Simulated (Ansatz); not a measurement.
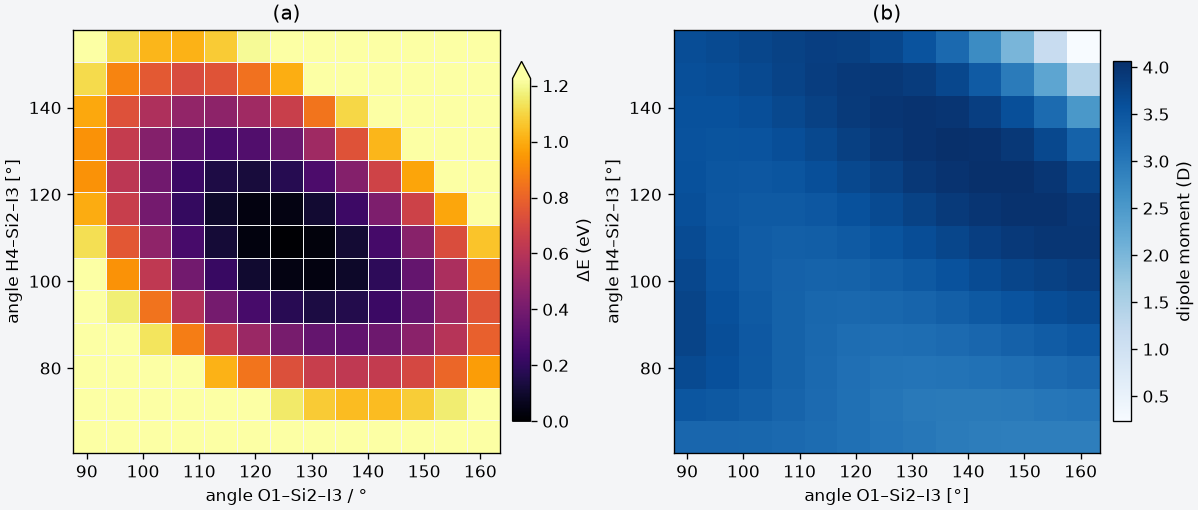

HIOSi, SMILES O=[SiH]I. Coordinates scanned: (1) angle O1–Si2–I3; (2) angle H4–Si2–I3. Nothing is relaxed (all other coordinates rigid). The grid has 13 × 13 points. Energies: eV, counted from the lowest grid point. Method: RKS PBE0-D4/def2-TZVP in Ansatz 0.2.0.

Panel (a) is the energy and panel (b) the computed dipole moment on the same grid.

In the figure: one coloured cell a grid point, one colour for all values above the top of the scale.

How does the dipole moment vary over the map, and what is it at the lowest grid point?

Answer. Leaving out the highest fifth of the energies, it runs from 2.94 D at angle O1–Si2–I3 = 143.0°, angle H4–Si2–I3 = 64.2° to 4.06 D at angle O1–Si2–I3 = 143.0°, angle H4–Si2–I3 = 124.2°. At the lowest grid point, angle O1–Si2–I3 = 125.5°, angle H4–Si2–I3 = 109.2°, it is 3.53 D.
